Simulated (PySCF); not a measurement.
## A study: CF3O3S, charge −1, SMILES `[O-]S(=O)(=O)C(F)(F)F`

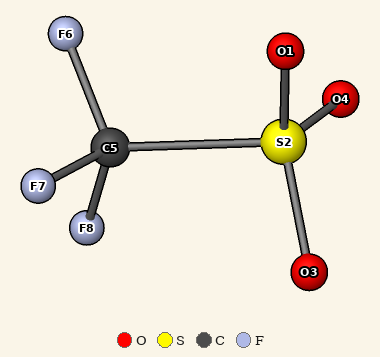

The molecule, with its atoms numbered as below. No frequency check shows the geometry to be a minimum.

Cartesian coordinates (Å):

```
O1      -1.2431    0.7907   -1.1703
S2      -0.9365    0.0003   -0.0004
O3      -1.2391   -1.4121   -0.0990
O4      -1.2432    0.6186    1.2699
C5       0.9419    0.0008   -0.0006
F6       1.4493    1.2406    0.0866
F7       1.4496   -0.5448   -1.1169
F8       1.4495   -0.6943    1.0310
```

### 1. Bonding charge

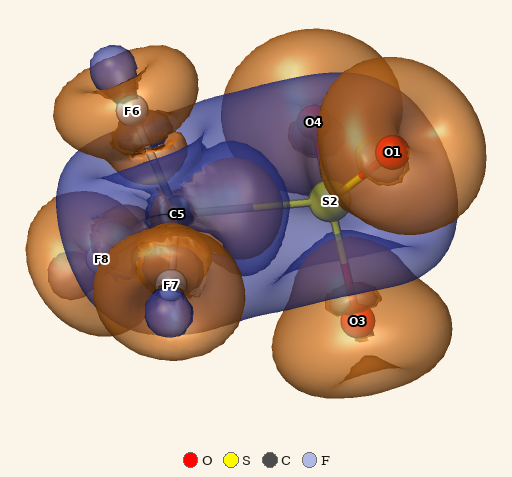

Deformation density (molecule less spherical, spin-averaged free atoms at the same positions), surfaces at ±0.04 e/Å³; orange: gain, blue: loss.

Computed with PySCF, ωB97X/6-311+G**, geometry: GFN2-xTB.

Describe the bonding that the map shows.

Answer. S2–C5: +0.39 e/Å³ at the bond critical point (bond length 1.88 Å). O1–S2, S2–O4 and S2–O3: +0.21 e/Å³ at the bond critical point (bond length 1.45 Å). C5–F7, C5–F6 and C5–F8: +0.08 e/Å³ at the bond critical point (bond length 1.34 Å); up to 0.6 Å beside the axis the gain reaches +0.32 e/Å³. In all, 2.7 electrons gather in the regions of gain relative to the promolecule of neutral atoms (this includes the anion's extra charge). A small or negative value marks a very polar bond, one between electron-rich atoms, whose free-atom densities already overlap strongly, a long bond to a heavier atom, or a closed-shell contact such as a hydrogen bond.

Where do the Hirshfeld charges lie?

Answer. The highest Hirshfeld charge is on S2 (+0.43 e), the lowest on O1, O3 and O4 (−0.41 e).

### 2. Local ionisation energy

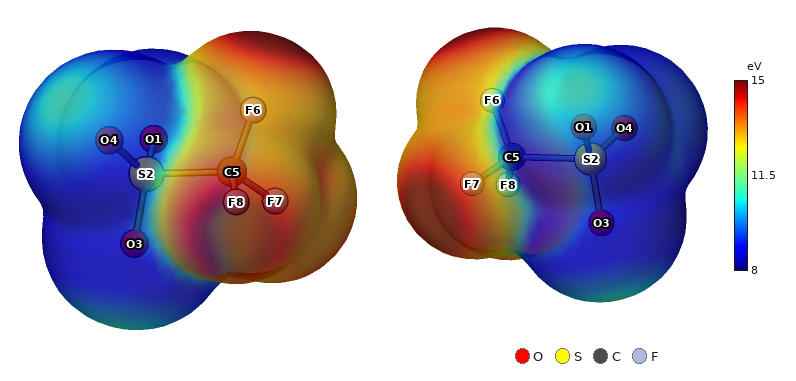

Average local ionisation energy on the surface of electron density 0.001 a.u. (back view left, front view right).

Where are the most loosely bound electrons on this surface?

Answer. The lowest value is 8.3 eV, 1.9 Å from O3, and at like points elsewhere. Further minima include 8.5 eV, 1.9 Å from O3, and at like points elsewhere. For comparison, the highest occupied orbital lies at −5.6 eV.

What volume does the surface enclose?

Answer. About 118 Å³.

### 3. In an electric field

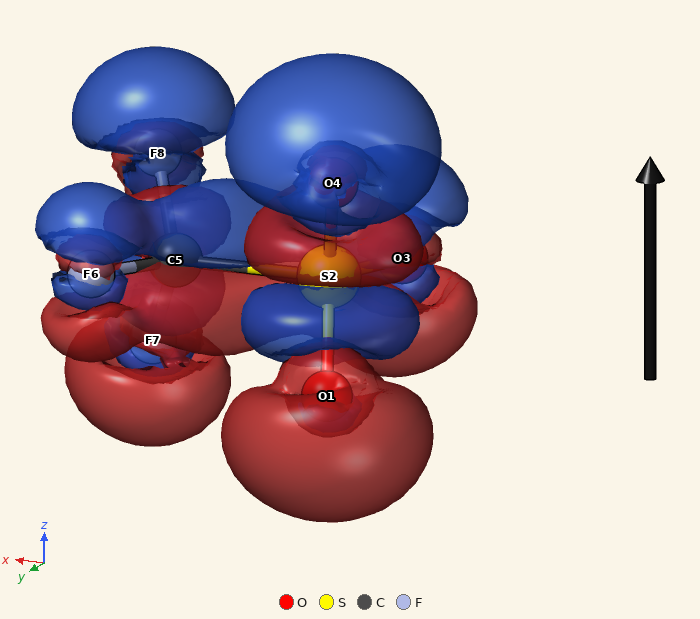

Change of the electron density in a uniform field of 0.15 V/Å along +z (arrow), surfaces at ±0.0006 e/Å³ (red: gain, blue: loss).

Level of theory: HF/6-311+G** (PySCF), at a geometry from GFN2-xTB. The basis has diffuse s and p functions alone, which still leaves polarisabilities too small, most of all across bonds.

The field was applied in both directions; the picture shows the one opposite to the script's first.

What dipole is induced, and what polarisability does it imply?

Answer. The induced dipole is 0.30 D (along the field); α along this axis, from the fields in both directions, is 40 bohr³ (5.9 Å³).

### 4. Localised orbitals

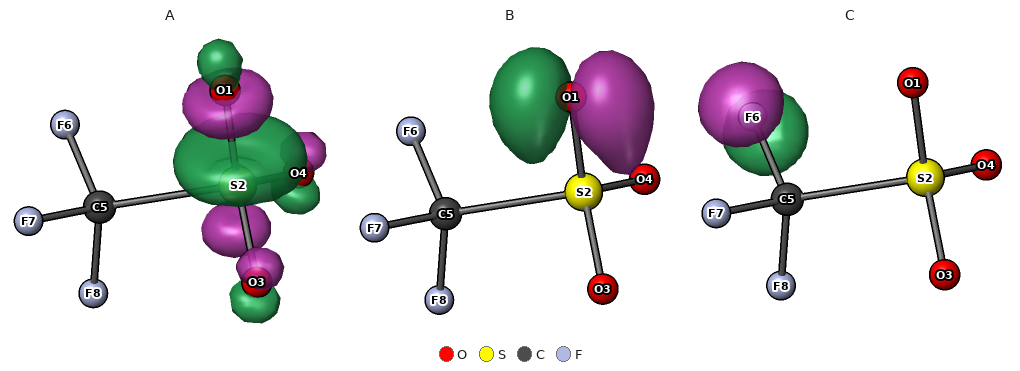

Intrinsic bond orbitals (IBO), occupied and valence-virtual; each surface holds about 70 % of the orbital's density. Energies are diagonal elements of the Fock matrix.

PySCF calculation, PBE0/aug-cc-pVDZ, gas phase; geometry: GFN2-xTB.

Name the orbitals, with their atomic make-up and energies.

Answer. By panel:
- A: σ* orbital S2–O1 (S2 55 %, O1 32 %, O4 6 %; 12.5 eV)
- B: lone pair on O1 (p-type) (O1 90 %, S2 7 %; −5.2 eV)
- C: lone pair on F6 (p-type) (F6 97 %; −9.2 eV)

Which has the smallest and which the largest spatial spread?

Answer. Smallest: C (0.72 Å); largest: A (1.25 Å).

How do all the valence pairs divide up?

Answer. 25 pairs: 18 lone pairs and 7 σ bonds.
